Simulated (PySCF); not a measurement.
```yaml
atoms:
  - { symbol: O, position_ang: [-3.1163, -0.1943, -0.1952] }
  - { symbol: C, position_ang: [-2.0424, -0.6783, 0.1373] }
  - { symbol: C, position_ang: [-0.7390, -0.4886, -0.5578] }
  - { symbol: C, position_ang: [0.1137, 0.4733, 0.3000] }
  - { symbol: C, position_ang: [1.4823, 0.7031, -0.2962] }
  - { symbol: F, position_ang: [1.3828, 1.3877, -1.5220] }
  - { symbol: C, position_ang: [2.6580, 0.3967, 0.1747] }
  - { symbol: S, position_ang: [3.4787, -0.3298, 1.3740] }
  - { symbol: H, position_ang: [-1.9639, -1.2617, 1.0778] }
  - { symbol: H, position_ang: [-0.2056, -1.4382, -0.6476] }
  - { symbol: H, position_ang: [-0.8898, -0.0544, -1.5471] }
  - { symbol: H, position_ang: [0.2510, 0.0550, 1.2984] }
  - { symbol: H, position_ang: [-0.4140, 1.4298, 0.3863] }
```

Geometry: GFN2-xTB.

Theory: PySCF, UKS B3LYP, pcH-1 on C F H O S, non-relativistic, mean-field spin-orbit, GIAO.

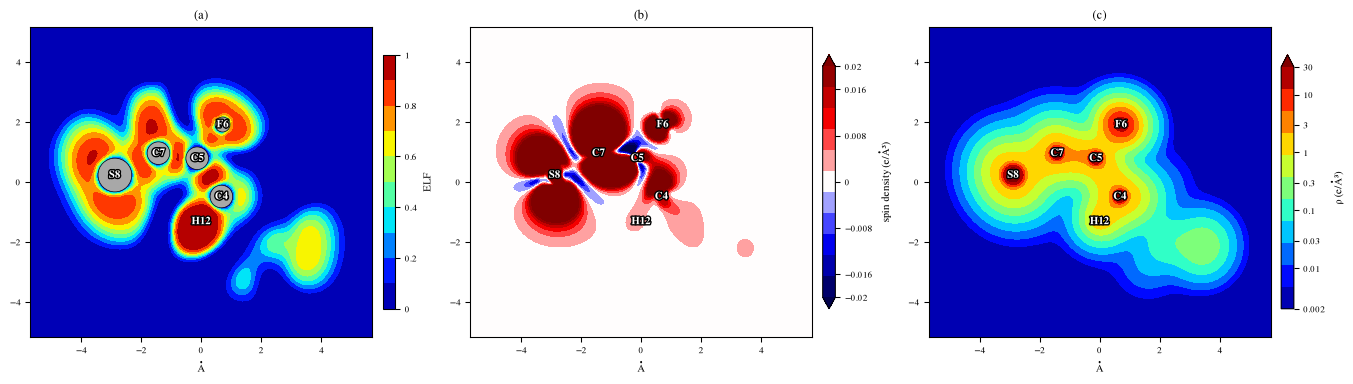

C$_{5}$H$_{5}$FOS (charge −1, doublet). (a) ELF; (b) spin density (α minus β); (c) total electron density on the plane of atoms F6, C5 and C7. Grey discs cover the atomic cores in the ELF map.

**Read the bonding off the picture.**

Atoms in the plane: C, F, S and H. C–C (1.30 Å): ρ is about 2.4 e/Å³ halfway; the ELF peaks at about 0.90 between the atoms: a short, multiple covalent bond. C–F (1.41 Å): the density is about 1.9 e/Å³ at the midpoint, with its minimum of 1.5 e/Å³ about 0.5 Å from C; the ELF peaks at about 0.80 between the atoms, as expected for a polar covalent bond. C–S (1.62 Å): ρ at the midpoint is about 1.6 e/Å³; the ELF peaks at about 0.90 between the atoms (localised, covalent bonding). C–H (1.09 Å): the density is about 2 e/Å³ at the midpoint; the ELF climbs to about 1 towards the hydrogen, as it does in any bond to H; an ordinary covalent bond to hydrogen. C–C (1.51 Å): the density is about 1.7 e/Å³ at the midpoint; the ELF peaks at about 0.95 between the atoms; localised, covalent bonding. The ELF also peaks beside S8 and F6, away from the bonds: non-bonding electrons, paired or unpaired. The unpaired spin (1 electron) lies mostly on C7 (about 0.5) and S8 (about 0.4), in electrons by Hirshfeld's partition.
